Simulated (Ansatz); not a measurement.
AlB2-type ZrB₂ was calculated with RPBE in Ansatz (PAW).

Settings: plane-wave cutoff 520 eV, 24×24×16 k mesh (along the axes of the cell as run), Fermi–Dirac smearing 0.05 eV, scalar-relativistic PAW data made under PBE.

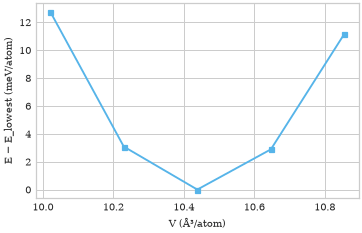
Figure: Total energy against volume

### Question
From the curve, estimate the equilibrium volume and the bulk modulus.

### Answer
V0 ≈ 10.4 Å³/atom and B0 ≈ 230 GPa; the fit gives V0 = 10.438 Å³/atom, B0 = 229 GPa, B′ = 4.0.

Shape and atoms are relaxed at each volume.

Note: the bulk modulus comes from volumes at which shape and atoms were relaxed.

Ansatz is a program for electronic structure.
